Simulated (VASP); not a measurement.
Band structure of Cs (space group Im-3m). These are PBE GGA, VASP's PBE PAW potentials (set 64) (plane waves; VASP) values and carry that method's errors.

Unless said otherwise, spin-orbit coupling is left out, though it shifts the bands of the heavy elements here.

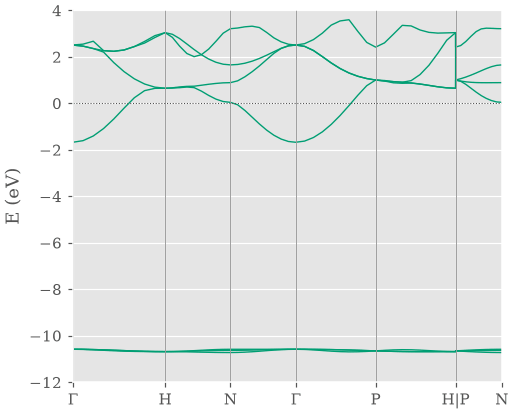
Figure. Bands along high-symmetry lines, zero at the valence-band maximum or, without a gap, the Fermi level

**Question.** Read the plot: is there a gap, and where are the band edges?

**Answer.** It has no gap at this level: it comes out as a metal or semimetal.

The structure is a typed Cs crystal (Im-3m). The cell was not relaxed at this level.
